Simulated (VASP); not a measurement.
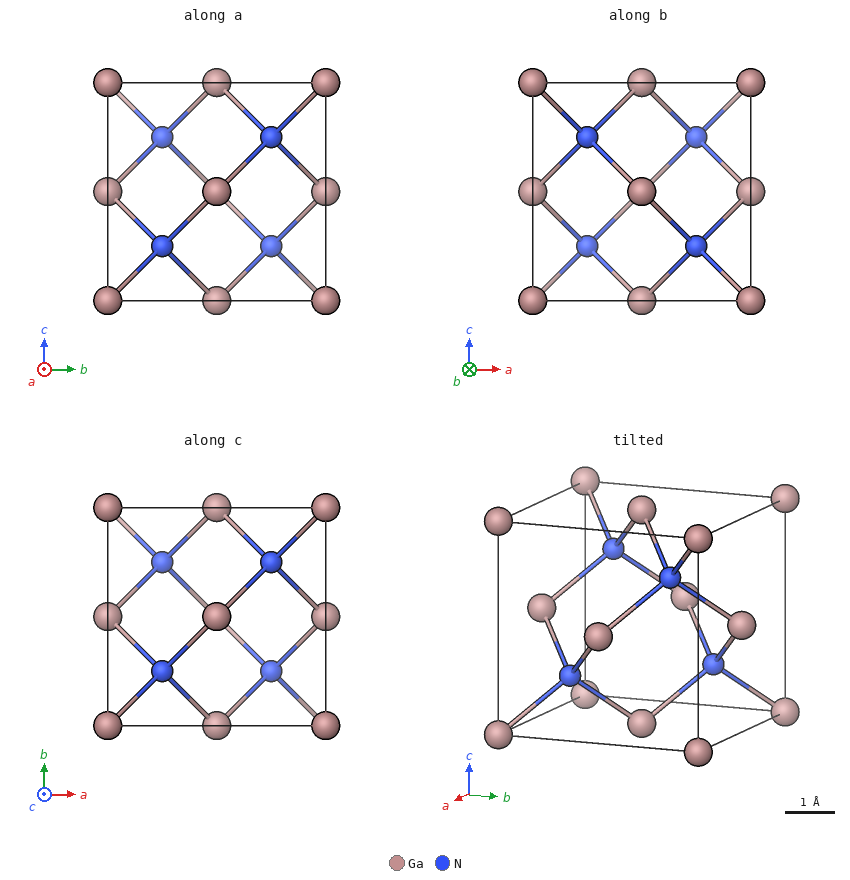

A ball-and-stick rendering, viewed along the a axis, along the b axis, along the c axis and slightly off an axis. The lines enclose the conventional unit cell; boundary atoms appear with their images.

Lattice parameters: a = 4.500 Å, b = 4.500 Å, c = 4.500 Å, α = 90.00°, β = 90.00°, γ = 90.00°.

### Record the structure as a table of Wyckoff sites.

Space group F-43m (No. 216).
```csv
atom,site,x,y,z
Ga,4a,0.0000,0.0000,0.0000
N,4d,0.2500,0.2500,0.7500
```

It derives from a structure type filled with these elements by a generator (whether the compound takes this form wasn't checked). Earlier steps of the study may have refined or changed the cell and positions. It was the input of a calculation with VASP.
